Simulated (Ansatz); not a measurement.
# One shape, several levels: H2O3 (trioxidane)

We compute a comparison of 6 runs (HF/STO-3G, B3LYP/STO-3G, BHLYP/STO-3G, UB3LYP/STO-3G, r2SCAN0/STO-3G, CCSD/STO-3G) of H2O3 (trioxidane). 

Program for the calculation: Ansatz 0.2.0.

29 further runs of the same task are left out: 1 that didn't finish, 28 set aside as unsound or not needed.

## (1) The system as given

H2O3: 5 atoms, total charge 0, spin state singlet. SMILES: `OOO`. The H4–O1 distance was set to 1.458 Å, away from the relaxed value. At this shape a bond of the SMILES string is far longer than usual.

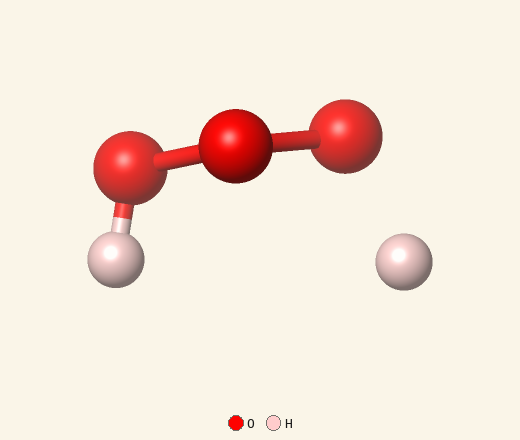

Viewed from a chosen angle; oxygen red, hydrogen pink.

## (2) The energy at HF/STO-3G (run 1)

File job.yaml:

```yaml
crystal:
  periodic: [false, false, false]
  atoms:
    - {symbol: O, position_ang: [-0.786654, -1.038324, 0.141360]}
    - {symbol: O, position_ang: [0.070336, -0.394704, 1.026330]}
    - {symbol: O, position_ang: [1.373796, -0.402404, 0.541240]}
    - {symbol: H, position_ang: [-1.378730, -0.001520, -0.695970]}
    - {symbol: H, position_ang: [1.510706, 0.454496, 0.103520]}
basis:
  gaussian:
    orbitals: STO-3G
hamiltonian:
  xc: hf
accuracy: high
```

Launch:

```bash
ansatz run job.yaml --threads 1 --pin off --max-ram 2610MiB --events-out events.jsonl --progress --plain --runs-dir runs
```

Output:

```text
Warning: RAYON_NUM_THREADS=1 ignored (pool sized by the plan → 1); use --threads N
Functional definition: HF
  name "HF"
  exchange = exact_x
  correlation = 0
296 factors; integrals over basis functions are off by at most 3.6e-8 eV
mean field evaluation 1: about -6052.1947 eV, gradient 1.7e1 eV
mean field evaluation 2: about -6052.4097 eV, gradient 1.7e1 eV
mean field evaluation 4: about -6053.6087 eV, gradient 1.5e0 eV
mean field evaluation 8: about -6053.6206 eV, gradient 3.2e-2 eV
mean field -6053.62059644 eV, -222.4664536276 hartree, gradient 1.5e-8 eV, S^2 0.000000; 0 other end points of the search recorded, 0 dependent functions left out
reference -6053.62059644 eV, -222.4664536276 hartree; 13, 13 occupied and 4, 4 virtual orbitals, 296 factors
Total energy: -6053.62059644 eV, -222.4664536276 hartree
```

It took 0.18 s on 1 thread of Intel Xeon Platinum 8259CL at 2.50GHz (Skylake/Cascade Lake), shared host.

## (3) A single-point energy at B3LYP/STO-3G (run 2)

File input.yaml:

```yaml
crystal:
  periodic: [false, false, false]
  atoms:
    - {symbol: O, position_ang: [-0.786654, -1.038324, 0.141360]}
    - {symbol: O, position_ang: [0.070336, -0.394704, 1.026330]}
    - {symbol: O, position_ang: [1.373796, -0.402404, 0.541240]}
    - {symbol: H, position_ang: [-1.378730, -0.001520, -0.695970]}
    - {symbol: H, position_ang: [1.510706, 0.454496, 0.103520]}
basis:
  gaussian: {orbitals: STO-3G}
hamiltonian: {xc: {name: B3LYP}}
accuracy: high
```

Launch:

```bash
ansatz run input.yaml --threads 1 --pin off --max-ram 2610MiB --events-out events.jsonl --progress --plain --runs-dir runs
```

Output:

```text
Warning: RAYON_NUM_THREADS=1 ignored (pool sized by the plan → 1); use --threads N
Functional definition: B3LYP
  name "B3LYP"
  parameter a0 = 0.2
  parameter ax = 0.72
  parameter ac = 0.81
  exchange = (1 - a0 - ax)*slater_x + ax*b88_x + a0*exact_x
  correlation = (1 - ac)*vwn_rpa_c + ac*lyp_c
296 factors; integrals over basis functions are off by at most 3.6e-8 eV
mean field evaluation 1: about -6081.6855 eV, gradient 1.4e1 eV
mean field evaluation 2: about -6081.4727 eV, gradient 1.8e1 eV
mean field evaluation 4: about -6082.3206 eV, gradient 1.7e0 eV
mean field evaluation 8: about -6082.3190 eV, gradient 8.1e-2 eV
mean field evaluation 16: about -6082.3191 eV, gradient 9.2e-8 eV
mean field -6082.31907765 eV, -223.5211033597 hartree, gradient 9.2e-8 eV, S^2 0.000000; 0 other end points of the search recorded, 0 dependent functions left out
reference -6082.31910016 eV, -223.5211041868 hartree; 13, 13 occupied and 4, 4 virtual orbitals, 296 factors
Total energy: -6082.31910016 eV, -223.5211041868 hartree
```

Run time: 1.1 s. Hardware: 1 thread of Intel Xeon Platinum 8259CL at 2.50GHz (Skylake/Cascade Lake), shared host; peak memory 0.11 GiB.

Runs 3 to 5 aren't shown in full; the table further down has their settings and results.

## (4) A single-point energy at CCSD/STO-3G (run 6)

File run.yaml:

```yaml
crystal:
  periodic: [false, false, false]
  atoms:
    - symbol: O
      position_ang: [-0.786654, -1.038324, 0.141360]
    - symbol: O
      position_ang: [0.070336, -0.394704, 1.026330]
    - symbol: O
      position_ang: [1.373796, -0.402404, 0.541240]
    - symbol: H
      position_ang: [-1.378730, -0.001520, -0.695970]
    - symbol: H
      position_ang: [1.510706, 0.454496, 0.103520]
basis:
  gaussian: {orbitals: STO-3G}
scf: {omitted_lower_state_checks: [cluster_reference, increment]}
correlation: {method: ccsd, frozen_orbitals: {H: 0, O: 1}}
accuracy: high
```

Launch:

```bash
ansatz run run.yaml --threads 1 --pin off --max-ram 2610MiB --events-out events.jsonl --progress --plain --runs-dir runs
```

Output:

```text
Warning: RAYON_NUM_THREADS=1 ignored (pool sized by the plan → 1); use --threads N
[... 11 lines left out ...]
3 core orbitals not correlated: weight in the atoms' cores, before any rotation towards them, 1.000 or more for the frozen orbitals, at most 0.000 for the correlated occupied ones
[... 28 lines left out ...]
Total energy: -6059.32161544 eV, -222.6759622119 hartree
Checks for a lower state left out: cluster_reference, increment
```

It took 0.41 s on 1 thread of Intel Xeon Platinum 8259CL at 2.50GHz (Skylake/Cascade Lake), shared host.

## (5) Overview of the runs

```csv
run,level,frozen core orbitals,energy (Eh),wall time
1,HF/STO-3G,–,-222.466454,0.18 s
2,B3LYP/STO-3G,–,-223.521104,1.1 s
3,BHLYP/STO-3G,–,-223.425184,1.3 s
4,UB3LYP/STO-3G,–,-223.521104,2.7 s
5,r2SCAN0/STO-3G,–,-223.427816,2.8 s
6,CCSD/STO-3G,3,-222.675962,0.41 s
```

## (6) Outcome

| quantity | value |
| --- | --- |
| run 6: total energy | -222.67596 Eh |
| run 6: correlation energy (3 core orbitals frozen) | -209.5 mEh |
| run 6: T1 diagnostic | 0.018 |

In words: Totals of different functionals can't be ranked against each other. In run 6 the log says that unrestricted orbitals would lower the reference, so the values rest on an unstable closed-shell determinant (other closed-shell runs at this shape may share the fault). In runs 1, 2, 3, 4, 5, 6 the basis is minimal, so the values are rough. All runs together took 8.6 s, the longest 2.8 s.
